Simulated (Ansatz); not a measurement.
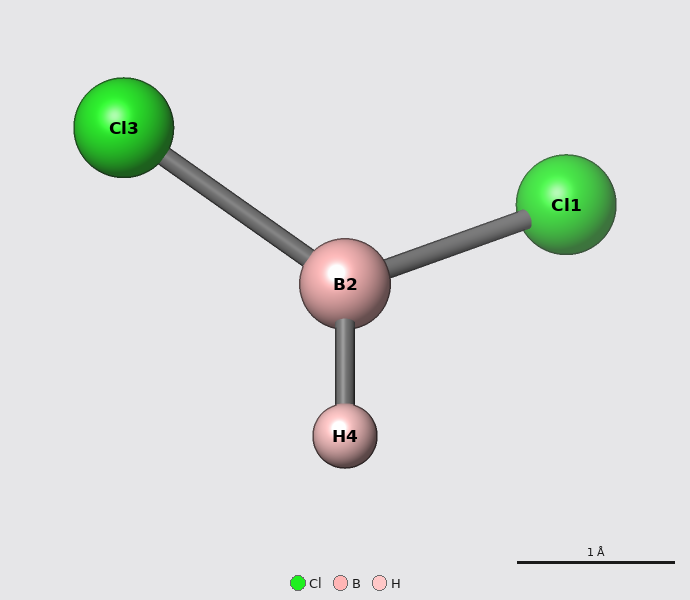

Figure made from data computed with Ansatz.

Orthographic view. Distant atoms are faded towards the background colour. Geometry: moved along internal coordinates away from the minimum.

Write a MOL file (V2000) with the atoms in numerical order, bonds sorted by atom number with the orders drawn, and coordinates in the frame of the picture: x right, y up, z towards the viewer, origin at the mean position.

```
BCl2H
                    3D

  4  3  0  0  0  0  0  0  0  0999 V2000
    1.4200    0.3700   -0.7900 Cl  0  0  0  0  0  0  0  0  0  0  0  0
   -0.0000   -0.1300    0.0700 B   0  0  0  0  0  0  0  0  0  0  0  0
   -1.4200    0.8700    0.1200 Cl  0  0  0  0  0  0  0  0  0  0  0  0
   -0.0000   -1.1100    0.6000 H   0  0  0  0  0  0  0  0  0  0  0  0
  1  2  1  0
  2  3  1  0
  2  4  1  0
M  END
```
